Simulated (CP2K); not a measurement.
Band structure of SrTe (Fm-3m, 2 atoms in the cell).

```
SrTe
1.0
    4.80044     0.00000     0.00000
    2.40022     4.15731     0.00000
    2.40022     1.38577     3.91955
Sr Te
1 1
Direct
  0.00000   0.00000   0.00000
  0.50000   0.50000   0.50000
```

Computed with PBE, GPW, DZVP-MOLOPT-SR-GTH basis, GTH-PBE potentials (GTH_POTENTIALS) (CP2K).

Settings: CUTOFF = 500 Ry; REL_CUTOFF = 50 Ry; KPOINTS/SCHEME = MONKHORST-PACK 9 9 9; XC_FUNCTIONAL = PBE; Sr/BASIS_SET = DZVP-MOLOPT-SR-GTH; Sr/POTENTIAL = GTH-PBE-q10; Te/BASIS_SET = DZVP-MOLOPT-SR-GTH; Te/POTENTIAL = GTH-PBE-q6; METHOD = GPW; EPS_DEFAULT = 1e-10; EXTRAPOLATION = USE_GUESS; NGRIDS = 5; SCF_GUESS = ATOMIC; EPS_SCF = 1e-07.

The starting cell comes from a database of computed structures (which also holds hypothetical and non-ambient phases and stackings), without a prior relaxation at this level. Its lattice was rescaled by a random factor within 2.5 % of one. Spin-orbit coupling is off. Values carry the incompleteness of an atom-centred basis.

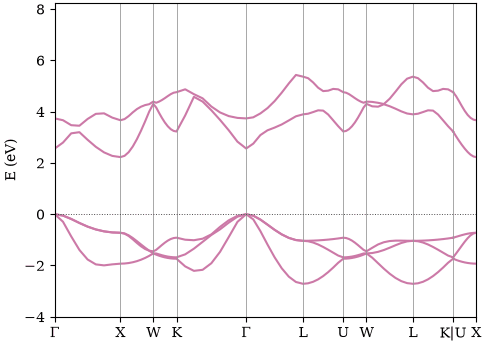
Fig. 1. Bands along the path, energies from the top of the valence band on the SCF mesh.

Q: Read off roughly the gap and where its edges lie.

A: The gap along the path is about 2.2 eV (computed: 2.23 eV), from Γ to X; the smallest direct gap on it is 2.56 eV.

Levels in eV from the top of the valence band on the SCF mesh, bands 5 to 9:
| point | 5 | 6 | 7 | 8 | 9 |
|---|---|---|---|---|---|
| Γ | -9.78 | 0.00 | 0.00 | 0.00 | 2.56 |
| X | -9.35 | -1.93 | -0.72 | -0.72 | 2.23 |
| W | -9.27 | -1.53 | -1.53 | -1.45 | 4.30 |
| K | -9.28 | -1.74 | -1.68 | -0.92 | 3.23 |
| L | -9.21 | -2.71 | -1.04 | -1.04 | 3.90 |
| U | -9.28 | -1.74 | -1.68 | -0.92 | 3.23 |

Higher empty bands are left out: an atom-centred basis made for the valence describes them poorly.
